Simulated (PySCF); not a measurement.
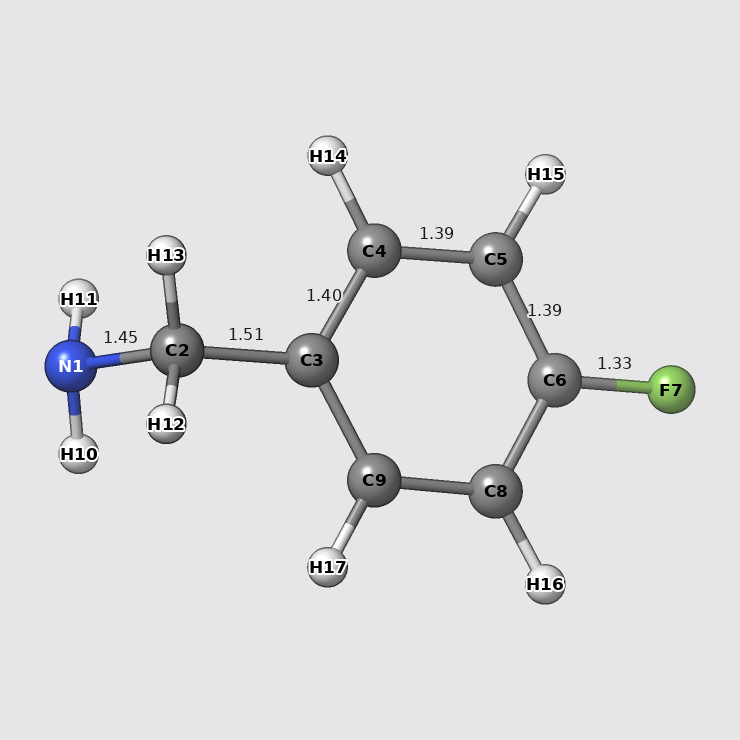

The numbers beside the sticks are distances in Å. Sticks don't show bond order. The geometry was computed by an optimisation with PBE0-D3(BJ)/def2-SVP. No frequency run is at hand to confirm it as a minimum.

**Assign a bond order to each marked bond.**

N1–C2 single; C2–C3 single; C3–C4 aromatic; C4–C5 aromatic; C5–C6 aromatic; C6–F7 single.

**Write the SMILES.**

NCc1ccc(F)cc1
